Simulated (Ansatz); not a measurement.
C₃H₄ClNSSi (SMILES [SiH3]c1scnc1Cl)

Input file:

```
crystal:
  periodic: [false, false, false]
  atoms:
    - {symbol: C, position_ang: [-0.328236, 1.035481, 0.993541]}
    - {symbol: C, position_ang: [-0.017385, 2.791050, 2.691701]}
    - {symbol: C, position_ang: [-0.447016, 0.677530, 2.335365]}
    - {symbol: Cl, position_ang: [-0.802488, -0.946974, 2.827839]}
    - {symbol: N, position_ang: [-0.275682, 1.645574, 3.276590]}
    - {symbol: S, position_ang: [0.028564, 2.737040, 0.947973]}
    - {symbol: Si, position_ang: [-0.508323, -0.064739, -0.517826]}
    - {symbol: H, position_ang: [0.511372, -1.166586, -0.478172]}
    - {symbol: H, position_ang: [-1.885623, -0.662022, -0.560037]}
    - {symbol: H, position_ang: [-0.288621, 0.781755, -1.739358]}
    - {symbol: H, position_ang: [0.161477, 3.732423, 3.232186]}
basis:
  gaussian:
    orbitals: def2-SVPD
output: {forces: true, orbitals: {seedname: orbitals}}
hamiltonian:
  xc: {name: PBE0}
```

Command:

```sh
ansatz run input.yaml --threads 2 --pin off --max-ram 5220MiB --events-out events.jsonl --progress --plain --runs-dir runs
```

Geometry: PBE-D3(BJ)/def2-SVP.

Theory: isolated molecule in a Gaussian basis; Kohn-Sham density functional theory, functional PBE0 in Ansatz 0.2.0.

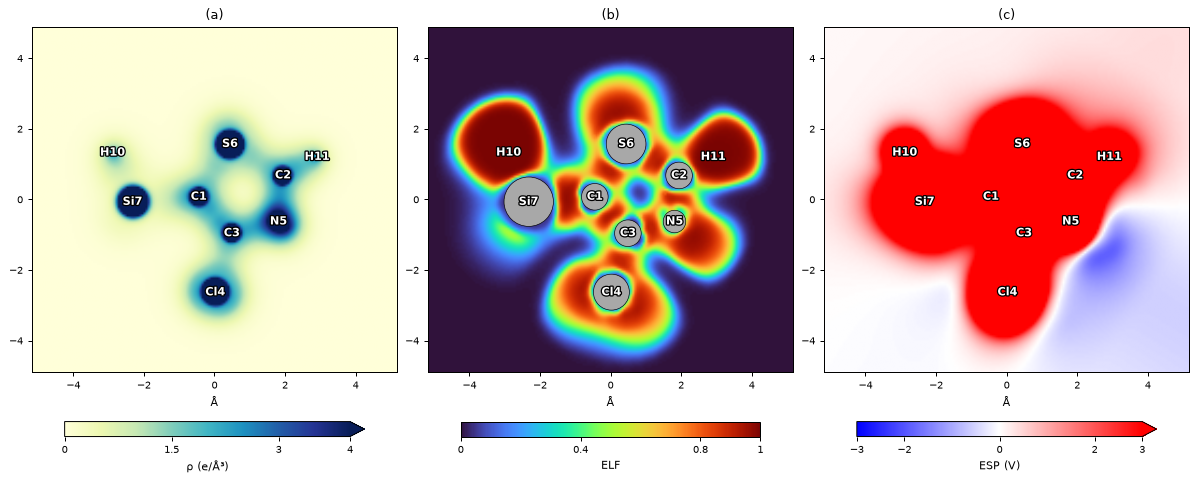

Figure 1. (a) total electron density; (b) electron localisation function; (c) electrostatic potential on the plane of atoms C2, N5 and C3. Grey discs cover the atomic cores in the ELF map.

Q: Read the bonding off the picture.

A:
- The plane passes through C, Cl, N, S, Si and H nuclei.
- C–N (1.31 Å): ρ at the midpoint is about 2.6 e/Å³; the ELF peaks at about 0.90 between the atoms; a covalent bond.
- C–C (1.39 Å): ρ is about 2 e/Å³ halfway; the ELF peaks at about 0.95 between the atoms, as expected for localised, covalent bonding.
- C–Cl (1.73 Å): the density is about 1.4 e/Å³ at the midpoint; the ELF peaks at about 0.90 between the atoms, as expected for localised, covalent bonding.
- C–S (1.74 Å): the density is about 1.4 e/Å³ at the midpoint; the ELF peaks at about 0.90 between the atoms; a covalent bond.
- C–Si (1.88 Å): ρ is about 0.92 e/Å³ halfway; the ELF peaks at about 0.95 between the atoms: localised, covalent bonding.
- The ELF also peaks beside Cl4, N5 and S6, away from the bonds: lone-pair regions.
- Outside the dense part of the molecule the potential is most negative (−1.9 V) near N5.

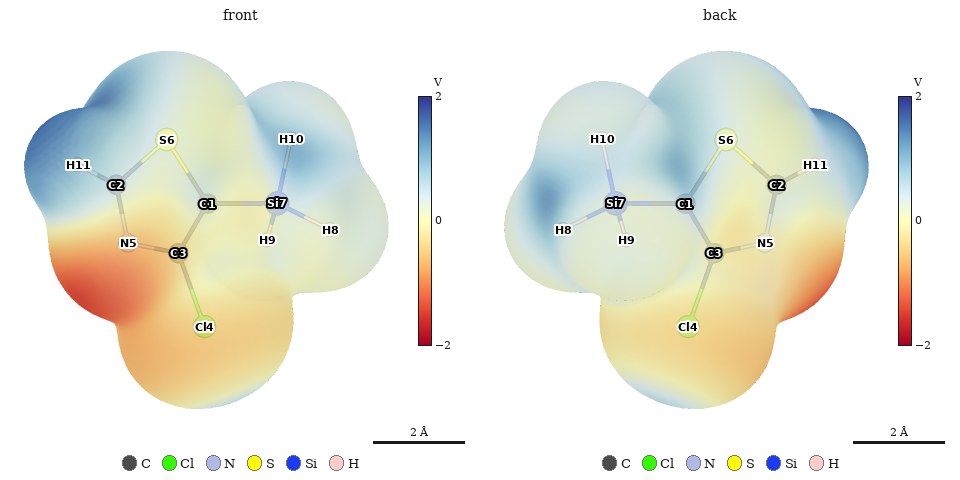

Figure 2. The electrostatic potential painted on the density surface at 0.002 e/bohr³, seen from the front and from behind; red is negative and blue positive.

Q: Where is the surface potential most negative and most positive?

A: The most negative region (about −1.5 V, or −35 kcal/mol for a unit charge) lies over N5, the most positive (about +1.6 V, or +37 kcal/mol for a unit charge) over C2, S6 and H11. Cl4 shows a σ-hole: about +0.6 V, or +14 kcal/mol for a unit charge at the tip opposite its bond, against about −0.3 V, or −7 kcal/mol for a unit charge on its flanks. N5 is the likeliest acceptor of a hydrogen bond.

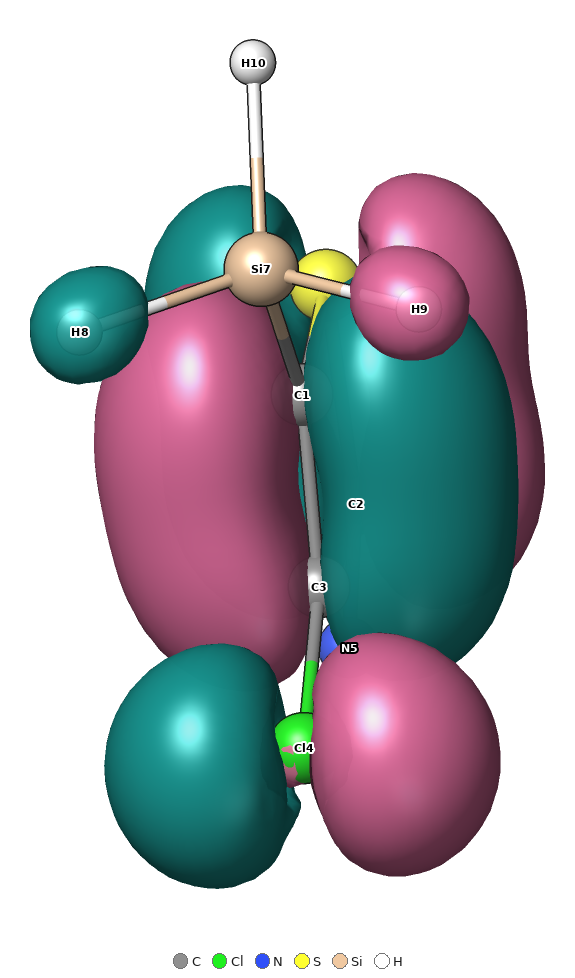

Figure 3. The HOMO at ±0.1 Å⁻³ᐟ² (teal and pink are the two phases), seen at an oblique angle.

Q: Describe this orbital and give its energy.

A: Its weight (Hirshfeld) is mainly on C1 (about 20 %), Cl4 (about 20 %), C3 (about 20 %), C2 (about 15 %) and S6 (about 15 %). Its energy is −7.34 eV.
